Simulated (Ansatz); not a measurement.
# ZnCu (CsCl type), energy against volume

ZnCu (CsCl type)

Space group Pm-3m (No. 221); a = b = c = 2.9638 Å, α = β = γ = 90.00°

| atom | site | symmetry | x | y | z |
|---|---|---|---|---|---|
| Zn | 1b | m-3m | 0.5000 | 0.5000 | 0.5000 |
| Cu | 1a | m-3m | 0.0000 | 0.0000 | 0.0000 |

E(V) scan at fixed shape, V₀ the volume above. Symmetry pins the atoms to their sites.

These are PBE (plane waves to 420 eV, PAW, scalar-relativistic; Ansatz, a first-principles code) values and carry that method's errors. k mesh 16×16×16 (Γ-centred), Fermi-Dirac smearing 0.05 eV. E stands for the smeared free energy. ZnCu is run without spin polarisation. ZnCu was relaxed with its symmetry unable to fall. The zero of ΔE is the relaxed starting cell.

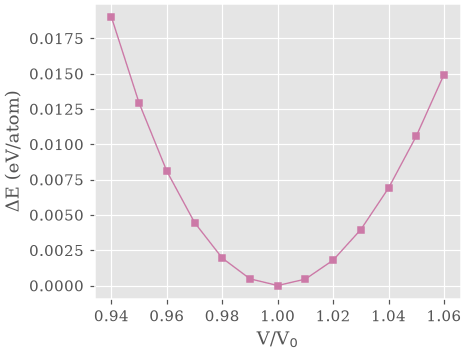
*ΔE (eV/atom) against V/V₀; computed points joined by lines.*

The equilibrium volume of the fit comes out as 13.02 Å³/atom and the energy cost of the largest compression is 19 meV/atom. The pressure at the smallest volume is 8.3 GPa and the pressure for 5 % compression (fit) is 6.7 GPa. The energy cost of the largest expansion is 15 meV/atom.

P = (3B₀/2)(x⁷ − x⁵)[1 + ¾(B₀′ − 4)(x² − 1)] with x = (1/0.95)^(1/3), B₀ = 115 GPa and B₀′ = 5.05.

(A scan under strain: stresses follow from slopes of the energy per volume, elastic moduli from its curvatures.)
